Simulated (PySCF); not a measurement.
| atom | x (Å) | y (Å) | z (Å) |
| --- | --- | --- | --- |
| C | 2.4925 | -1.1934 | 0.1257 |
| C | 1.8753 | -0.1611 | 0.0906 |
| Si | 0.8662 | 1.3883 | -0.0273 |
| P | -1.1139 | 1.0057 | -1.0248 |
| Si | -1.9702 | -0.6423 | 0.2079 |
| Cl | -2.5470 | 0.1703 | 1.9578 |
| H | 3.0458 | -2.0881 | 0.1700 |
| H | 1.5788 | 2.3516 | -0.8725 |
| H | 0.6114 | 1.8899 | 1.3250 |
| H | -0.6289 | 0.1656 | -2.0069 |
| H | -3.1556 | -1.1463 | -0.4831 |
| H | -1.0533 | -1.7408 | 0.5115 |

Geometry: GFN2-xTB.

Computed with PySCF 2.14.0, CAM-B3LYP/def2-SVPD, SCF density, gas phase.

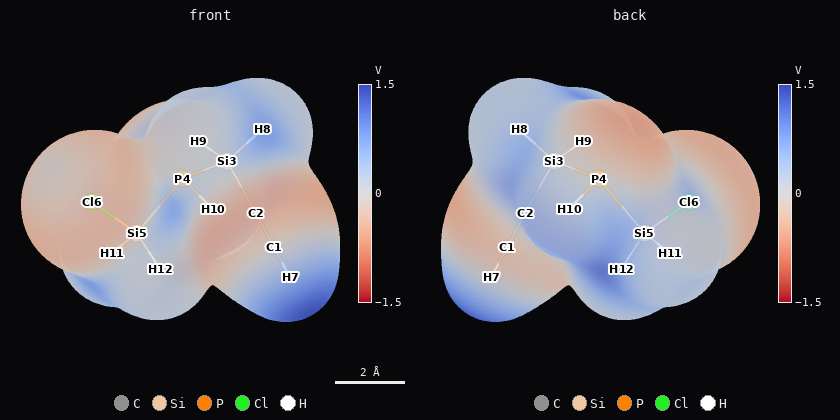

C2H6ClPSi2 (SMILES C#C[SiH2]P[SiH2]Cl). The electrostatic potential painted on the density surface at 0.001 e/bohr³, seen from the front and from behind; red is negative and blue positive.

Q: Which sites attract a positive test charge, and which a negative one?

A: A positive charge is drawn to the negative regions and a negative charge to the positive ones. The most negative region (about −0.6 V) lies over P4, the most positive (about +1.3 V) over H7.

Q: What dipole moment does the calculation give?

A: Its dipole moment is 1.86 D.
